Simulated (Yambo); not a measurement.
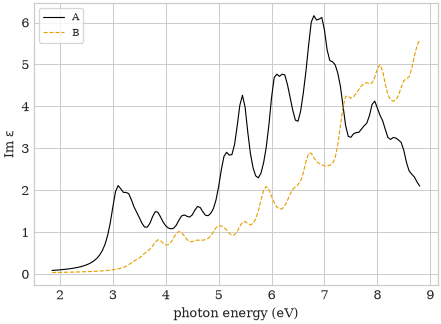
Figure: Two computed absorption spectra of BaO (rock salt, space group Fm-3m, No. 225) (Yambo, PBEsol bands with the same scissor, field along x)

Which curve includes the electron-hole attraction (BSE)?

Curve A: the attraction moves weight to lower energy (centre of the plotted range 6.3 eV against 7.1 eV). Settings: 10×10×10 mesh, 3 valence and 4 conduction bands, static screening with 22 bands and a 4 Ry block, scissor 1.29 eV, Tamm-Dancoff. The scissor comes from a G0W0 run whose convergence isn't established. Broadening 0.15 eV. The band window holds all transitions up to 8.9 eV. On this mesh the peak heights and the fine structure are mesh artefacts; only the shift of weight is robust.

Geometry relaxed with PBEsol; primitive cell a = b = c = 3.879 Å, α = β = γ = 60.00°.
